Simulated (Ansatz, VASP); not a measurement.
## Ni (Nickel) in two plane-wave programs

Wanted: the spread between two codes on one cell, functional and k mesh. The cell comes out of the VASP series on this material, whose earlier steps may have relaxed, scaled or displaced it; both programs get it as it stands.

Method: plane waves, with VASP 6.6.1 beside it; relaxation of cell and atoms at LDA and zone-centre phonons at LDA, in Ansatz 0.2.0.

## (1) Set-up

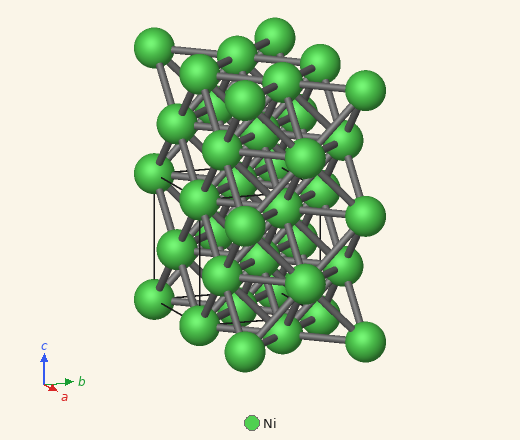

The starting structure, seen slightly off an axis (nickel green). 2×1×2 cells are drawn. This picture shows the conventional cell, with its axes. Some periodic images of atoms are drawn too.

## (2) Ansatz: relaxation of cell and atoms, LDA

Ansatz runs on its default PAW (the set named soft_2) files.

The relaxed volume is the usual yardstick between codes: its relative difference is about their pressure difference at one cell divided by the bulk modulus.

Input file input.yaml:

```yaml
crystal:
  lattice:
    - [0.0, 1.7088411168, 1.7088411168]
    - [1.7088411168, 0.0, 1.7088411168]
    - [1.7088411168, 1.7088411168, 0.0]
  atoms:
    - { symbol: Ni, position: [0.0, 0.0, 0.0], spin: 1.0 }
hamiltonian:
  xc: lda
  pseudopotentials: { kind: paw }
magnetization:
  spin_polarized: true
kpoints:
  mp_grid: { grid: [10, 10, 10] }
scf:
  occupations: { method: methfessel_paxton, width: 0.2 }
relax:
  f_tol: 0.01
  max_steps: 60
  cell: { stress_tol: 0.05 }
output:
  forces: true
  stress: true
```

On the command line:

```
ansatz run input.yaml --threads 4 --pin off --max-ram 9216MiB --backend cpu --events-out ev --progress --plain --runs-dir out
```

Numbers of over 12 decimals in the logs are rounded to 6 here.

The log of the run:

```text
Engine: ansatz 0.2.0, aarch64-unknown-linux-gnu
Pseudopotentials: kind: paw
Pseudopotential: Ni, paw, valence charge 18, recommended cutoff 420 eV (normal), Ni.paw.azcp
Functional definition: SPW92
  exchange = slater_x
  correlation = pw_c
Crystal: 1 atoms, lattice volume = 9.980 Å³
Basis set: ecut = 420 eV, 181 PW (Γ)
Bands: 14, of which v1, the nominal top of the filled ones, is band 9 counted from 1 (8 counted from 0)
Symmetry: 48 space group operations
Space group: Fm-3m (ITA 225), of the structure as read, at distance tolerance 2.2e-5 Å
Magnetic group: BNS 225.116 (UNI 1618), of the structure as read, at distance tolerance 2.2e-5 Å
k-points: 47 of 1000
Non-local potential: Ni, projectors of the file, l = 0: 3, l = 1: 2, l = 2: 3, l = 3: 1
PAW form: soft (Blöchl's): semilocal exchange-correlation on the pseudo side does not see the compensation charge
PAW frozen core: Ni, regenerated for the run's functional, and the local potential with it (the file was generated under x = pbe(κ = 0.804, μ = 0.219515), c = pbe(β = 0.066725))
PAW one-centre angular grid: Ni, 590 points (default); XC on 64 Gauss nodes
Initial density: superposition of atomic densities (chi_scale 0.1, normalization cell)
Starting moments: Σ|m| = 1 μB on 1 of 1 site
Initial wavefunctions: pseudopotential atomic-orbital guess
Functional: x = slater, c = lda
SCF iter   1: F=—  HF=-5772.703425 eV  |F-HF|=—  |Δ(HF+E_count)|=         —  Δρ=8.83e-2 (↑7.19e-2 ↓8.83e-2)  dr2=1.43e0  dr2_m=1.31e-2  M=0.858 μB ∫|m|=0.914 μB  β_m=0.30  ethr=3.10e-3  ⟨swp⟩=5.0  Hψ=6611  notcnv=0
Mixer restart at iter 1: flushing history
preconditioner: auto → none  [metal: Δε(μ)=0.014 eV  Ē_g=16.775 eV  σ=0.200 eV  W_gap=0.04  n_scr=0 (ndim 8)  ℏωp=37.2 eV  f_vac=0.000  D(μ)=1.30/eV (n_scr^D=14)]
SCF iter   2: F=—  HF=-5772.325582 eV  |F-HF|=—  |Δ(HF+E_count)|=   3.78e-1  Δρ=5.56e-2 (↑4.37e-2 ↓5.56e-2)  dr2=4.54e-1  dr2_m=1.21e-2  M=0.776 μB ∫|m|=0.838 μB  β_m=0.25  ethr=3.10e-3  ⟨swp⟩=2.9  Hψ=3248  notcnv=0  defer=35
SCF iter   3: F=—  HF=-5772.526495 eV  |F-HF|=—  |Δ(HF+E_count)|=   2.01e-1  Δρ=2.08e-2 (↑1.15e-2 ↓2.08e-2)  dr2=2.78e-2  dr2_m=8.53e-3  M=0.780 μB ∫|m|=0.842 μB  β_m=0.62  ethr=2.52e-3  ⟨swp⟩=2.4  Hψ=2260  notcnv=0  defer=36
SCF iter   4: F=—  HF=-5773.274980 eV  |F-HF|=—  |Δ(HF+E_count)|=         —  Δρ=3.50e-2 (↑1.01e-2 ↓3.50e-2)  dr2=1.08e-1  dr2_m=1.71e-2  M=0.704 μB ∫|m|=0.755 μB  β_m=0.62  ethr=1.54e-4  ⟨swp⟩=2.2  Hψ=2569  notcnv=0  defer=35
Mixer restart at iter 4: flushing history
SCF iter   5: F=—  HF=-5773.437204 eV  |F-HF|=—  |Δ(HF+E_count)|=   1.62e-1  Δρ=3.18e-2 (↑3.18e-2 ↓2.70e-2)  dr2=1.74e-1  dr2_m=6.05e-4  M=0.724 μB ∫|m|=0.774 μB  β_m=0.43  ethr=1.54e-4  ⟨swp⟩=2.1  Hψ=2983  notcnv=0  defer=40
SCF iter   6: F=—  HF=-5773.362027 eV  |F-HF|=—  |Δ(HF+E_count)|=   7.52e-2  Δρ=1.63e-2 (↑2.91e-3 ↓1.63e-2)  dr2=1.55e-2  dr2_m=6.69e-3  M=0.688 μB ∫|m|=0.740 μB  β_m=0.22  ethr=1.54e-4  ⟨swp⟩=2.0  Hψ=3006  notcnv=0  defer=25
SCF iter   7: F=—  HF=-5773.379065 eV  |F-HF|=—  |Δ(HF+E_count)|=   1.70e-2  Δρ=5.37e-3 (↑5.37e-3 ↓3.78e-3)  dr2=1.30e-4  dr2_m=1.85e-3  M=0.687 μB ∫|m|=0.740 μB  β_m=0.53  ethr=8.62e-5  ⟨swp⟩=2.2  Hψ=1792  notcnv=0  defer=7
SCF iter   8: F=—  HF=-5773.390768 eV  |F-HF|=—  |Δ(HF+E_count)|=   1.17e-2  Δρ=2.20e-3 (↑1.77e-3 ↓2.20e-3)  dr2=2.17e-5  dr2_m=3.58e-4  M=0.668 μB ∫|m|=0.720 μB  β_m=0.76  ethr=7.21e-7  ⟨swp⟩=2.3  Hψ=2218  notcnv=0  defer=7
SCF iter   9: F=-5773.391354 eV  HF=-5773.391616 eV  |F-HF|=2.62e-4  |Δ(HF+E_count)|=   8.48e-4  Δρ=1.28e-3 (↑9.85e-4 ↓1.28e-3)  dr2=2.90e-4  dr2_m=2.58e-6  M=0.665 μB ∫|m|=0.717 μB  β_m=0.76  ethr=1.21e-7  ⟨swp⟩=2.1  Hψ=2256  notcnv=0  defer=8
SCF iter  10: F=-5773.375143 eV  HF=-5773.375207 eV  |F-HF|=6.37e-5  |Δ(HF+E_count)|=         —  Δρ=3.49e-3 (↑3.49e-3 ↓2.27e-3)  dr2=2.01e-4  dr2_m=6.79e-4  M=0.681 μB ∫|m|=0.733 μB  β_m=0.76  ethr=1.21e-7  ⟨swp⟩=2.0  Hψ=2227  notcnv=0  defer=8
Mixer restart at iter 10: flushing history
iteration 10: the input's own smearing fills from here on; a Gaussian of 0.2 eV has filled iterations ahead of it
SCF iter  11: F=—  HF=-5773.375476 eV  |F-HF|=—  |Δ(HF+E_count)|=   2.69e-4  S|Δr|=    0.00e0  Δρ=4.14e-3 (↑6.19e-4 ↓4.14e-3)  dr2=9.12e-4  dr2_m=4.03e-4  M=0.689 μB ∫|m|=0.741 μB  β_m=0.88  ethr=1.21e-7  ⟨swp⟩=2.7  Hψ=2432  notcnv=0  defer=8
SCF iter  12: F=—  HF=-5773.376614 eV  |F-HF|=—  |Δ(HF+E_count)|=   1.14e-3  S|Δr|=    0.00e0  Δρ=5.53e-3 (↑4.95e-3 ↓5.53e-3)  dr2=5.75e-3  dr2_m=1.22e-5  M=0.683 μB ∫|m|=0.736 μB  β_m=0.34  ethr=1.21e-7  ⟨swp⟩=3.2  Hψ=2990  notcnv=0  defer=8  recentre
SCF iter  13: F=—  HF=-5773.375309 eV  |F-HF|=—  |Δ(HF+E_count)|=   1.30e-3  S|Δr|=    0.00e0  Δρ=1.05e-3 (↑7.38e-4 ↓1.05e-3)  dr2=5.32e-6  dr2_m=7.24e-5  M=0.690 μB ∫|m|=0.742 μB  β_m=0.64  ethr=1.21e-7  ⟨swp⟩=3.1  Hψ=2827  notcnv=0  defer=8
SCF iter  14: F=—  HF=-5773.375320 eV  |F-HF|=—  |Δ(HF+E_count)|=   1.09e-5  S|Δr|=    0.00e0  Δρ=3.24e-5 (↑3.24e-5 ↓2.05e-5)  dr2=1.10e-7  dr2_m=2.23e-8  M=0.692 μB ∫|m|=0.745 μB  β_m=0.78  ethr=2.95e-8  ⟨swp⟩=1.6  Hψ=1795  notcnv=0  defer=8
SCF iter  15: F=-5773.375320 eV  HF=-5773.375320 eV  |F-HF|=1.54e-8  |Δ(HF+E_count)|=   3.85e-9  S|Δr|=    0.00e0  Δρ=1.02e-5 (↑1.02e-5 ↓9.27e-6)  dr2=1.70e-8  dr2_m=1.39e-9  M=0.692 μB ∫|m|=0.745 μB  ethr=5.56e-10  ⟨swp⟩=3.6  Hψ=3672  notcnv=0
SCF 1 converged in 15 iterations: F = -5773.375320 eV  dr2 = 1.70e-8
  greatest PAW one-centre occupation: 1.002 electrons in one spin orbital (limit 2), on the Ni atom at site 0 (counted from 0), in its partial waves of l = 1
relax step   1: F+E_penalty+E_count = -5773.37531985 eV  Δ(F+E_penalty+E_count) = +0.000e0 eV  max|allowed force component| = 0.000e0 eV/Å  Δτ_max = 0.0000 Å  P = +2.025 GPa  Ω = 9.980 Å³  (15 SCF iters, dr2 threshold 1.00e-7 eV, accepted)
[...]
relax step   2: F+E_penalty+E_count = -5773.37564328 eV  Δ(F+E_penalty+E_count) = -3.234e-4 eV  max|allowed force component| = 0.000e0 eV/Å  Δτ_max = 0.0000 Å  P = +1.072 GPa  Ω = 10.016 Å³  energy of the carried Pulay correction = -2.760e-5 eV  (5 SCF iters, dr2 threshold 1.00e-7 eV, accepted)
[...]
relax step   3: F+E_penalty+E_count = -5773.37575159 eV  Δ(F+E_penalty+E_count) = -1.083e-4 eV  max|allowed force component| = 0.000e0 eV/Å  Δτ_max = 0.0000 Å  P = +0.016 GPa  Ω = 10.058 Å³  energy of the carried Pulay correction = -5.880e-5 eV  (5 SCF iters, dr2 threshold 1.00e-7 eV, accepted)
[...]
relax step   4: F+E_penalty+E_count = -5773.37582176 eV  Δ(F+E_penalty+E_count) = -7.017e-5 eV  max|allowed force component| = 0.000e0 eV/Å  Δτ_max = 0.0000 Å  P = +0.019 GPa  Ω = 10.058 Å³  stress off target by 1.93e-2 GPa  SCF on the basis re-selected at this cell (its energy is not comparable with the rows above)  (7 SCF iters)
basis re-selected at this cell: Δ(F+E_penalty+E_count) = -7.017e-5 eV, ΔP = +0.004 GPa vs the last step (what re-selecting the basis moved, of the pressure what is left beyond the Pulay correction that the steps carried, after the strain that the cell walked since its last selection, with what the two solves' SCF thresholds leave and, on support functions, any second-order correction that the steps lacked; it is no measure of the basis error at this ecutwfc). This SCF's stress stands 1.93e-2 GPa from its target on what of the cell is left free (relax.cell.stress_tol is 5.00e-2 GPa) and its largest allowed force component is 0.00e0 eV/Å (relax.f_tol is 1.00e-2 eV/Å): [rest of the remark cut]
SCF converged after 7 iterations
Stability not checked: this state was not tested for a lower state beside it, because cold or Methfessel-Paxton smearing, or corrected tetrahedra, fill the levels in a way that the test cannot read (fill_not_monotonic; see scf.lower_state_search)
Magnetization: 0.6949 μB (9.3475 up, 8.6525 down)
Absolute magnetization: 0.7497 μB (∫|ρ↑−ρ↓|, with the PAW one-centre terms)
Spin contamination: 0.0042 ħ² per cell (⟨S²⟩ above its minimum at these occupations)
Per-site moments (μB) at R_I (Å): [(0.719517, 0.999454)]
Free energy (F): -5773.375822 eV
Harris-Foulkes:  -5773.375822 eV  (|F-HF|=1.82e-12)
Internal energy: -5773.373103 eV  (E = F + TS)
E sigma→0 (E₀):  -5773.375142 eV
Entropy (-TS):   -0.002718 eV (-2.718 meV/atom)
Fermi energy:    19.590555 eV
--- Per-component energies (eV) ---
  E_band       = -258.179972
  E_kinetic    = 284.361599
  E_local      = -3307.965440  (includes V_loc(G=0)·N_el)
  E_nonlocal   = 637.679583
  E_hartree    = 1380.904846
  E_xc         = -85.422185
  E_vxc        = -110.596945  (∫ρ·V_xc dr)
  E_paw        = -1562.039240  (= ΣΔE_a)
  E_vpaw       = -523.469016  (= ΣTr[D̂ρ^β])
  E_aug_tail   = 0.000428  (compensation charges beyond the density's cutoff)
  E_ewald      = -3121.326815
  E_core_change = 0.434120  (= ΣΔE_core)
  E_smearing   = -0.002718  (= −TS)
  E_closure    = -0.000000  (closes the sum)
  Σ components = -5773.375822   (vs F -5773.375822, Δ=0.00e0)
--- Forces (eV/Å), atoms counted from 1 ---
  atom   1  Ni     0.00000000     0.00000000    -0.00000000
  max |Σ_I F_I| component: 1.23e-32 eV/Å
--- Stress (GPa, compression-positive) ---
        0.019346      -0.000000      -0.000000
       -0.000000       0.019346      -0.000000
       -0.000000      -0.000000       0.019346
  P = ⅓ Tr σ = 0.0193 GPa (0.193 kbar)
--- Relaxed structure (3 steps of the walk, 3 accepted, 1 SCFs on fresh bases) ---
  F+E_penalty+E_count = -5773.37582176 eV   max|allowed force component| = 0.000e0 eV/Å   (the final SCF, on the basis selected at the relaxed cell)
  cell:  # Å, volume = 10.0578 Å³
    - [0, 1.713262, 1.713262]
    - [1.713262, 0, 1.713262]
    - [1.713262, 1.713262, 0]
  atoms:
    - { symbol: Ni, position: [0.0, 0.0, 0.0] }
```

Wall time 1.3 s (4 threads of Arm Neoverse V2, shared host); peak memory 0.31 GiB; 3.9 s of CPU time.

(Part 1 of 2 ends here.)

[Lines on the potential files, build, host, timing and source positions are cut from VASP's logs without a mark.]

[Logs are printed without paths, hosts, clocks, repeated set-up lines and the standing remarks that a program may print on its own settings, such as how far it seeks lower states.]

[Hosts, paths, dates, database ids (printed as entryN), source tags and the programs' standing remarks are cut or masked in the printed files.]
